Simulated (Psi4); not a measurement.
**UMP2/aug-cc-pV(D+d)Z run of AlCl2F (SMILES [F][Al]([Cl])[Cl])**

What is the vertical ionisation energy of AlCl2F at UMP2/aug-cc-pV(D+d)Z? 

The results are computed with Psi4 1.11.

1 further run of the same task is left out (set aside as unsound or not needed).

## Step 1: Starting point

AlCl2F: 4 atoms, total charge 0, spin state singlet. SMILES: `[F][Al]([Cl])[Cl]`. Geometry: a GFN2-xTB relaxation, a rough one for these elements and not checked as a minimum.

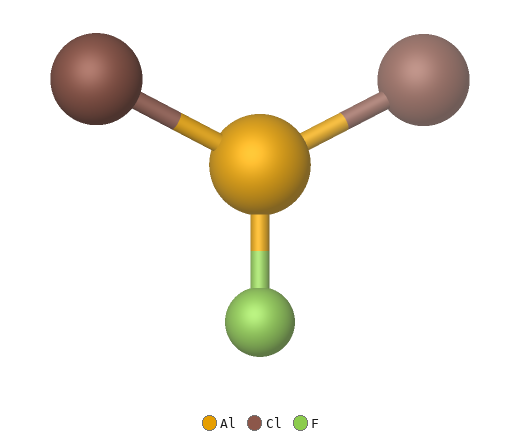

The structure, seen from a chosen angle (aluminium amber, chlorine brown, fluorine green).

## Step 2: A single-point energy at UMP2/aug-cc-pV(D+d)Z

Input file alcl2f.xyz:

```xyz
4
AlCl2F
Al    -0.017680    -0.029510    -0.000030
Cl     1.994930    -0.186520     0.014240
Cl    -1.111650     1.666840    -0.016240
F     -0.865600    -1.450810     0.002030
```

Input file calc.py:

```python
import psi4

psi4.set_memory(1600000000)
psi4.set_num_threads(1)
psi4.core.set_output_file('run.log', False)

with open('alcl2f.xyz') as f:
    atoms = ''.join(f.readlines()[2:])
geom = psi4.geometry('0 1\n' + atoms + 'no_reorient\nno_com')

psi4.set_options({
    'basis': 'aug-cc-pV(D+d)Z',
    'reference': 'uhf',
    'scf_type': 'pk',
    'freeze_core': True,
    'mp2_type': 'conv',
})

E = psi4.energy('mp2')
print(f'mp2 energy: {E:.10f} Eh')
```

On the command line:

```console
python calc.py
```

run.log:

```text
[...]
  Running in c1 symmetry.
[...]
  Nuclear repulsion =  247.327666045466202
[...]
  Multiplicity = 1
[...]
  Nalpha       = 28
  Nbeta        = 28
[...]
    Number of basis functions: 119
[...]
   @UHF iter   1: -1260.55190342381115   -6.99622e-01   3.48820e-03 ADIIS/DIIS
[...]
   @UHF iter  10: -1260.61824075531172   -1.43245e-11   8.42911e-09 DIIS
[...]
   @S^2 Observed:               -8.526512829E-14
[...]
    Orbital Energies [Eh]
    ---------------------
    Alpha Occupied:
       1A   -104.846570     2A   -104.846553     3A    -58.576154
       4A    -26.284936     5A    -10.576554     6A    -10.576529
       7A     -8.043629     8A     -8.043605     9A     -8.041293
      10A     -8.041270    11A     -8.041111    12A     -8.041088
      13A     -4.984561    14A     -3.301227    15A     -3.300433
      16A     -3.299035    17A     -1.561103    18A     -1.122001
      19A     -1.109123    20A     -0.698152    21A     -0.644359
      22A     -0.639020    23A     -0.595401    24A     -0.547290
      25A     -0.509259    26A     -0.507411    27A     -0.493520
      28A     -0.484484
    Alpha Virtual:
[...]
  @UHF Final Energy: -1260.61824075531172
   => Energetics <=
    Nuclear Repulsion Energy =            247.3276660454662021
    One-Electron Energy =               -2240.3804690583810952
    Two-Electron Energy =                 732.4345622576031474
    Total Energy =                      -1260.6182407553117173
  UHF NO Occupations:
  HONO-2 :   26  A 2.0000000
  HONO-1 :   27  A 2.0000000
[...]
 Multipole Moments:
 ------------------------------------------------------------------------------------
     Multipole            Electronic (a.u.)      Nuclear  (a.u.)        Total (a.u.)
 ------------------------------------------------------------------------------------
 L = 1.  Multiply by 2.5417464519 to convert [e a0] to [Debye]
 Dipole X            :        -13.0111036           13.2196169            0.2085133
 Dipole Y            :        -21.8058322           22.1561318            0.3502996
 Dipole Z            :          0.0297613           -0.0304624           -0.0007011
 Magnitude           :                                                    0.4076617
[...]
	SCS-MP2 Total Energy (a.u.)        : -1261.15539322603536
	SOS-MP2 Total Energy (a.u.)        : -1261.10420685527242
	SCSN-MP2 Total Energy (a.u.)       : -1260.88850479294001
[...]
	SOS-PI-MP2 Total Energy (a.u.)     : -1261.18520120526591
[...]
	MP2 Total Energy (a.u.)            : -1261.17677161756797
[...]
```

The script printed:

```text
mp2 energy: -1261.1767716176 Eh
```

Run time: 25 s. Hardware: 1 thread of Intel Xeon 6975P-C (Granite Rapids), shared host; peak memory 0.99 GiB.

## Step 3: The doublet cation at the same level

Input file input.json:

```json
{
 "schema_name": "qcschema_input",
 "schema_version": 1,
 "molecule": {
  "schema_name": "qcschema_molecule",
  "schema_version": 2,
  "symbols": ["Al", "Cl", "Cl", "F"],
  "geometry": [-0.03341036, -0.05576582, -5.669e-05, 3.76987134, -0.35247172, 0.0269097, -2.10071405, 3.14987109, -0.03068915, -1.63574693, -2.74163356, 0.00383614],
  "molecular_charge": 1,
  "molecular_multiplicity": 2,
  "fix_com": true,
  "fix_orientation": true
 },
 "driver": "energy",
 "model": {
  "method": "mp2",
  "basis": "aug-cc-pV(D+d)Z"
 },
 "keywords": {
  "reference": "uhf",
  "scf_type": "pk",
  "freeze_core": true,
  "mp2_type": "conv"
 }
}
```

On the command line:

```console
psi4 --qcschema input.json -n 1 --memory 1600MB
```

stdout:

```text
[...]
  Running in c1 symmetry.
[...]
  Nuclear repulsion =  247.327666126931831
[...]
  Multiplicity = 2
[...]
  Nalpha       = 28
  Nbeta        = 27
[...]
    Number of basis functions: 119
[...]
   @UHF iter   1: -1260.08852269870522   -2.36224e-01   3.46483e-03 ADIIS/DIIS
[...]
   @UHF iter  18: -1260.16986849505520   -7.04858e-12   9.52877e-09 DIIS
[...]
   @S^2 Observed:                8.033969232E-01
[...]
    Orbital Energies [Eh]
    ---------------------
    Alpha Occupied:
       1A   -105.145931     2A   -105.145799     3A    -58.805485
       4A    -26.470848     5A    -10.872466     6A    -10.872329
       7A     -8.349878     8A     -8.349732     9A     -8.335878
      10A     -8.335743    11A     -8.333811    12A     -8.333677
      13A     -5.212921    14A     -3.530060    15A     -3.529448
      16A     -3.526653    17A     -1.743345    18A     -1.415543
      19A     -1.404934    20A     -0.897708    21A     -0.849498
      22A     -0.840730    23A     -0.820224    24A     -0.811708
      25A     -0.800494    26A     -0.785872    27A     -0.771971
      28A     -0.761555
    Alpha Virtual:
[...]
  @UHF Final Energy: -1260.16986849505520
   => Energetics <=
    Nuclear Repulsion Energy =            247.3276661269318311
    One-Electron Energy =               -2226.1903379563736962
    Two-Electron Energy =                 718.6928033343866673
    Total Energy =                      -1260.1698684950551979
  UHF NO Occupations:
  HONO-2 :   26  A 1.9985434
  HONO-1 :   27  A 1.9762777
[...]
 Multipole Moments:
 ------------------------------------------------------------------------------------
     Multipole            Electronic (a.u.)      Nuclear  (a.u.)        Total (a.u.)
 ------------------------------------------------------------------------------------
 L = 1.  Multiply by 2.5417464519 to convert [e a0] to [Debye]
 Dipole X            :        -12.3729982           13.2196169            0.8466187
 Dipole Y            :        -20.7342721           22.1561316            1.4218595
 Dipole Z            :          0.0282796           -0.0304624           -0.0021828
 Magnitude           :                                                    1.6548270
[...]
	SCS-MP2 Total Energy (a.u.)        : -1260.69228904202669
	SOS-MP2 Total Energy (a.u.)        : -1260.64233894844347
	SCSN-MP2 Total Energy (a.u.)       : -1260.43360498917514
[...]
	SOS-PI-MP2 Total Energy (a.u.)     : -1260.72108402400818
[...]
	MP2 Total Energy (a.u.)            : -1260.71344415362864
[...]
```

The result, in JSON:

```text
{
 "driver": "energy",
 "model": {
  "method": "mp2",
  "basis": "aug-cc-pV(D+d)Z"
 },
 "success": true,
 "return_result": -1260.7134441536286,
 "properties": {
  "calcinfo_nbasis": 119,
  "calcinfo_nmo": 119,
  "calcinfo_nalpha": 28,
  "calcinfo_nbeta": 27,
  "calcinfo_natom": 4,
  "nuclear_repulsion_energy": 247.32766612693183,
  "return_energy": -1260.7134441536286,
  "scf_one_electron_energy": -2226.1903379563737,
  "scf_two_electron_energy": 718.6928033343867,
  "scf_dipole_moment": [0.8466186678320575, 1.421859457547754, -0.002182781719919362],
  "scf_total_energy": -1260.1698684950552,
  "scf_iterations": 18,
  "mp2_same_spin_correlation_energy": -0.14985028074999018,
  "mp2_opposite_spin_correlation_energy": -0.3937253778234814,
  "mp2_singles_energy": 0.0,
  "mp2_doubles_energy": -0.5435756585734716,
  "mp2_correlation_energy": -0.5435756585734453,
  "mp2_total_energy": -1260.7134441536286
 }
}
```

Wall time 26 s (1 thread of Intel Xeon 6975P-C (Granite Rapids), shared host); peak memory 0.99 GiB.

## Step 4: Outcome

At UMP2/aug-cc-pV(D+d)Z, 16 core orbitals frozen:

```
                                                                  quantity           value
                                              singlet AlCl2F: total energy  -1261.17677 Eh
                       singlet AlCl2F: HOMO energy (Hartree–Fock orbitals)       -13.18 eV
                       singlet AlCl2F: LUMO energy (Hartree–Fock orbitals)         0.66 eV
                     singlet AlCl2F: HOMO–LUMO gap (Hartree–Fock orbitals)        13.85 eV
              singlet AlCl2F: correlation energy (16 core orbitals frozen)      -558.5 mEh
                                              doublet cation: total energy  -1260.71344 Eh
doublet cation: HOMO energy (Hartree–Fock orbitals) (highest over α and β)       -16.88 eV
 doublet cation: LUMO energy (Hartree–Fock orbitals) (lowest over α and β)       -11.20 eV
              doublet cation: correlation energy (16 core orbitals frozen)      -543.6 mEh
                         doublet cation: ⟨S²⟩ of the reference determinant           0.803
                        vertical ionisation energy (to the doublet cation)       12.608 eV
```

What this shows: The vertical ionisation energy comes to 12.61 eV (1216 kJ/mol).
